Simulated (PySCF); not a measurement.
# C4H8, charge +1, doublet, SMILES `[CH2][CH+]CC`: electronic structure

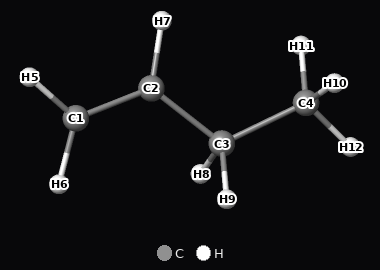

The molecule, with its atoms numbered as below. No frequency check shows the geometry to be a minimum.

Geometry (Å), atoms numbered from 1:

```
C1      -1.9531   -0.0468    0.0527
C2      -0.6830    0.4069   -0.0722
C3       0.4871   -0.4770   -0.0396
C4       1.8348    0.1681    0.0501
H5      -2.7790    0.6297    0.2181
H6      -2.1994   -1.0989    0.0115
H7      -0.5005    1.4708   -0.1850
H8       0.4192   -1.0539   -0.9883
H9       0.3735   -1.2899    0.6971
H10      2.0082    0.5800    1.0522
H11      1.9329    1.0114   -0.6354
H12      2.6305   -0.5566   -0.1163
```

Part 1: Bonding charge

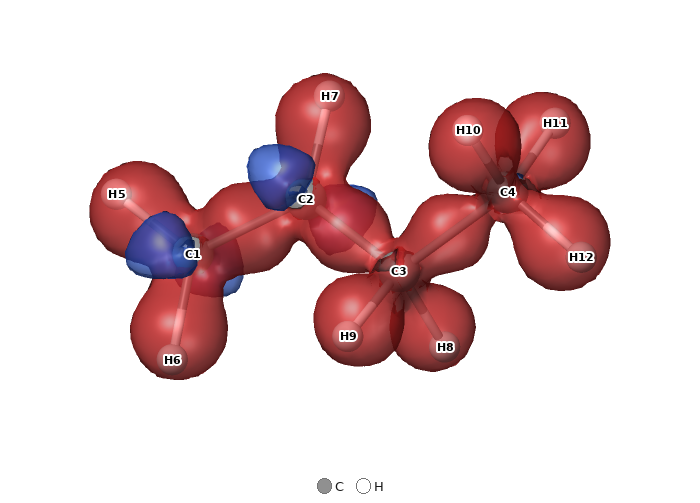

Deformation density (molecule less spherical, spin-averaged free atoms at the same positions), surfaces at ±0.15 e/Å³; red: gain, blue: loss.

Level of theory: TPSS/def2-SVP (PySCF), at a geometry from GFN2-xTB. The stability of the open-shell solution wasn't checked. GFN2-xTB doesn't know the spin state, so this open-shell geometry is rough.

Q: Describe the bonding that the map shows.

A: The five largest and four smallest: C1–H5: +0.77 e/Å³ at the bond critical point (bond length 1.08 Å, Mayer order 0.9). C1–H6: +0.77 e/Å³ at the bond critical point (bond length 1.08 Å, Mayer order 1.0). C2–H7: +0.77 e/Å³ at the bond critical point (bond length 1.08 Å, Mayer order 1.0). C1–C2: +0.72 e/Å³ at the bond critical point (bond length 1.35 Å, Mayer order 1.5). C4–H12: +0.68 e/Å³ at the bond critical point (bond length 1.09 Å, Mayer order 0.9). C3–H9: +0.62 e/Å³ at the bond critical point (bond length 1.10 Å, Mayer order 0.9). C3–H8: +0.52 e/Å³ at the bond critical point (bond length 1.11 Å, Mayer order 0.8). C2–C3: +0.51 e/Å³ at the bond critical point (bond length 1.47 Å, Mayer order 1.1). C3–C4: +0.46 e/Å³ at the bond critical point (bond length 1.50 Å, Mayer order 1.1). In all, 2.2 electrons gather in the regions of gain relative to the promolecule of neutral atoms (the regions of loss give up this much and the cation's charge besides).

Part 2: Local ionisation energy

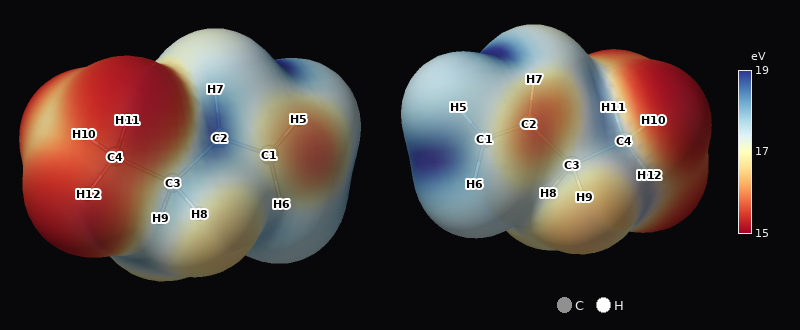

Average local ionisation energy on the surface of electron density 0.001 a.u. (back view left, front view right).

Q: Where are the most loosely bound electrons on this surface?

A: The lowest value is 15.1 eV, 1.3 Å from H10. Further minima include 15.7 eV, over C1, off the plane of its three bonds (1.9 Å); 15.8 eV, over C1, off the plane of its three bonds (1.9 Å); 16.3 eV, 1.3 Å from H9. For comparison, the highest occupied orbital lies at −13.4 eV.

Part 3: Spin density

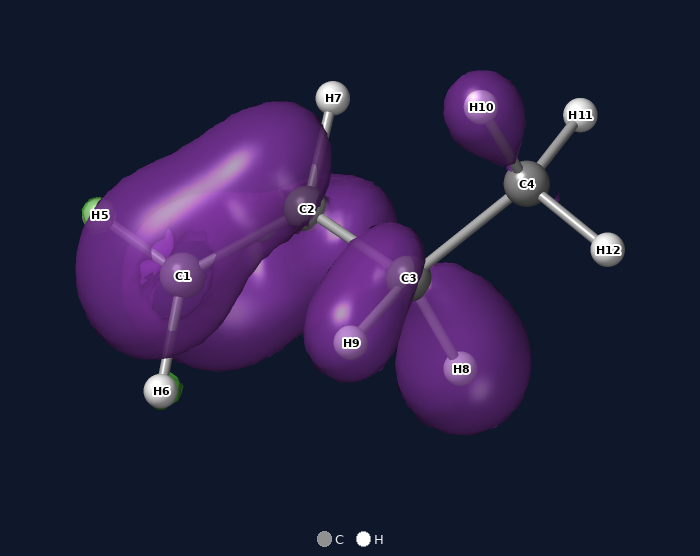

Spin density ρα − ρβ at ±0.03 e/Å³ (purple: excess α, green: excess β).

Q: Where is the unpaired spin?

A: Hirshfeld spin populations: C1 +0.43, C2 +0.24, C3 +0.09 and H8 +0.08. ⟨S²⟩ = 0.75, as for a pure state.

Part 4: In an electric field

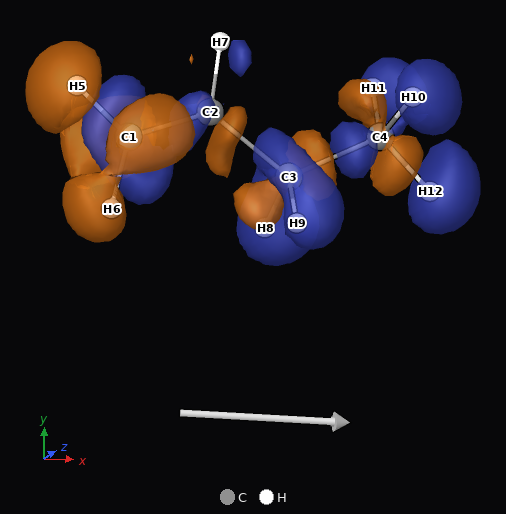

Change of the electron density in a uniform field of 0.41 V/Å along +x (arrow), surfaces at ±0.005 e/Å³ (orange: gain, blue: loss).

Computed with PySCF, ωB97X/6-311+G**, geometry: GFN2-xTB. The basis has diffuse s and p functions alone, which still leaves polarisabilities too small, most of all across bonds. The stability of the open-shell solution wasn't checked. GFN2-xTB doesn't know the spin state, so this open-shell geometry is rough.

The field was applied in both directions; the picture shows the one opposite to the script's first.

Q: What dipole is induced, and what polarisability does it imply?

A: The induced dipole is 1.42 D (along the field); α along this axis, from the fields in both directions, is 67 bohr³ (9.9 Å³). The response isn't linear: the two directions induce 1.29 and 1.42 D.

Part 5: Removing or adding an electron

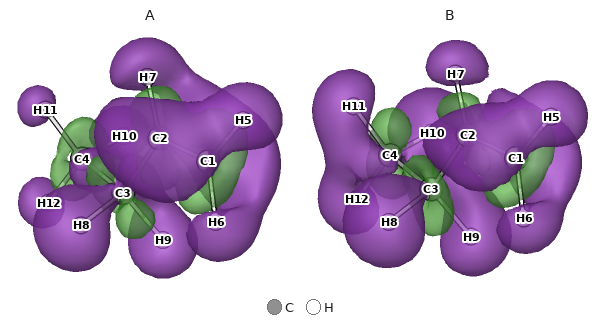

The two Fukui functions at ±0.02 e/Å³ (purple positive, green negative).

PySCF calculation, TPSSh/def2-SVPD, gas phase; geometry: GFN2-xTB. GFN2-xTB doesn't know the spin state, so this open-shell geometry is rough.

Q: Which panel is f⁻ (electron removed) and which f⁺ (electron added)?

A: A is f⁺, B is f⁻. f⁻ (Hirshfeld-condensed) is largest on C1 (0.18) and H8 (0.10); the vertical ionisation energy is 16.69 eV (to the singlet dication, which needn't be its lowest state). f⁺ (Hirshfeld-condensed) is largest on C1 (0.24) and C2 (0.18); the vertical electron affinity is 9.07 eV (to the singlet neutral species, which needn't be its lowest state).

The PySCF runs shown took 46 s, 83 s and 2.6 min on 1 thread of Arm Neoverse V2 (shared host).
